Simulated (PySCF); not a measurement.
C3H5F2O2Si (SMILES FC(F)O/C=C\O[SiH2]) (doublet)

```xyz
13

F    -1.6058   -2.2379    0.4108
C    -1.5103   -0.9036    0.4693
F    -1.2998   -0.6022    1.7802
O    -0.4832   -0.5112   -0.3028
C    -0.4770    0.8378   -0.6700
C     0.6677    1.5067   -0.7358
O     1.8683    1.0276   -0.4250
Si    2.2708   -0.4097    0.2891
H    -2.4871   -0.4605    0.1911
H    -1.4341    1.2712   -0.9154
H     0.6736    2.5340   -1.0761
H     2.1254   -1.5084   -0.6453
H     1.6871   -0.5432    1.6121
```

Geometry: GFN2-xTB.

Theory: UKS B3LYP, pcH-1 on C F H O Si, non-relativistic, mean-field spin-orbit, GIAO (PySCF).

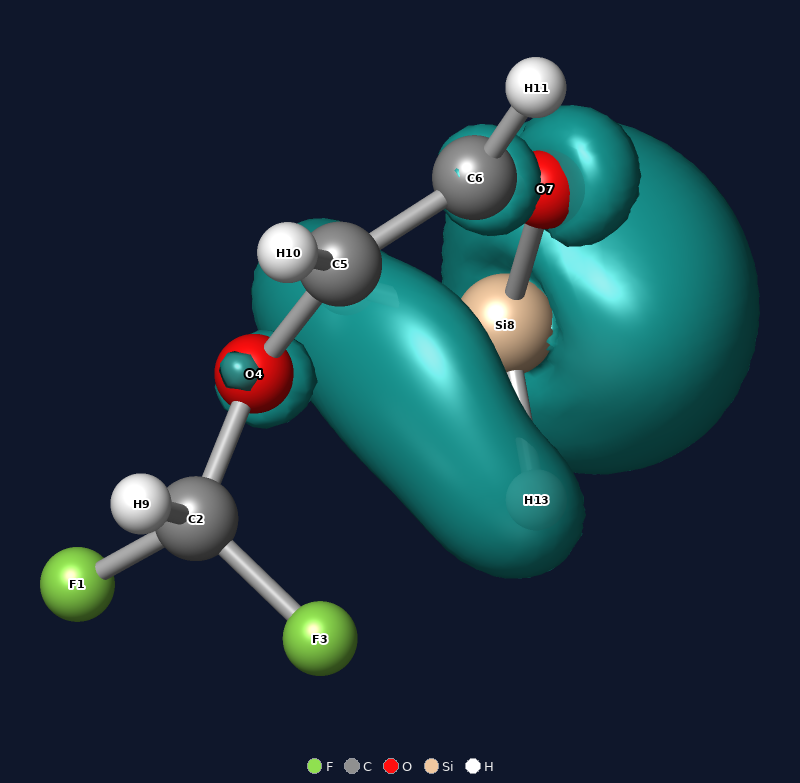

Figure 1. Isosurface of the spin density (α minus β) at +0.015 e/Å³ (teal), seen at an oblique angle.

Which atoms carry the spin?

Answer. The unpaired spin (1 electron) lies mostly on Si8 (about 0.8), in electrons by Hirshfeld's partition.

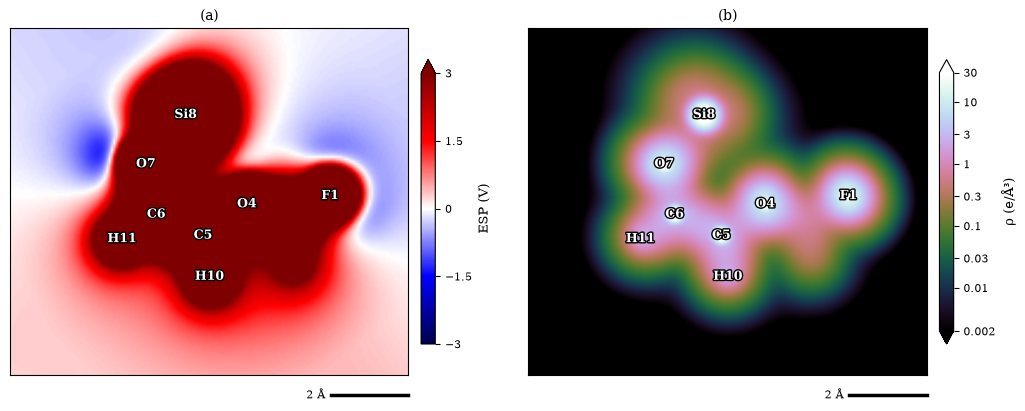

Figure 2. (a) electrostatic potential; (b) total electron density on the plane of atoms O7, C6 and H11.

What do the fields say about this system?

Answer.
- The plane passes through F, O, C, Si and H nuclei.
- C–C (1.33 Å): ρ at the midpoint is about 2.4 e/Å³.
- C–O (1.33 Å): ρ is about 2.4 e/Å³ halfway.
- Si–O (1.65 Å): ρ at the midpoint is about 1.1 e/Å³.
- C–H (1.08 Å): the density is about 2.1 e/Å³ at the midpoint.
- C–O (1.40 Å): the density is about 2.1 e/Å³ at the midpoint, with its minimum of 1.7 e/Å³ about 0.5 Å from C.
- Outside the dense part of the molecule the potential is most negative (−1.3 V) near O7.

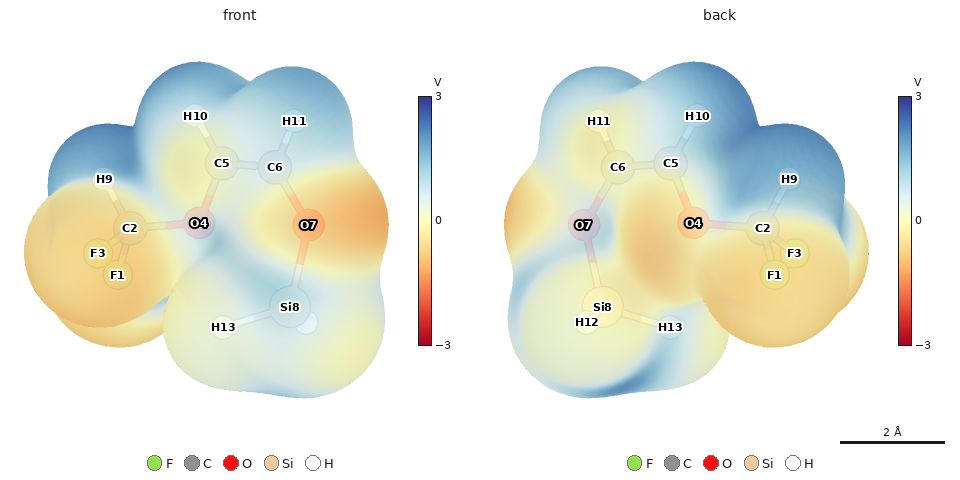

Figure 3. The molecular electrostatic potential painted on the density surface at 0.004 e/bohr³, seen from the front and from behind; the colour scale runs from red (negative) to blue (positive).

Describe the electrostatic potential map.

Answer. The most negative region (about −1.1 V, or −25 kcal/mol for a unit charge) lies over O7, the most positive (about +2.2 V, or +51 kcal/mol for a unit charge) over C2, C5, H9 and H10. O7 is the likeliest acceptor of a hydrogen bond.
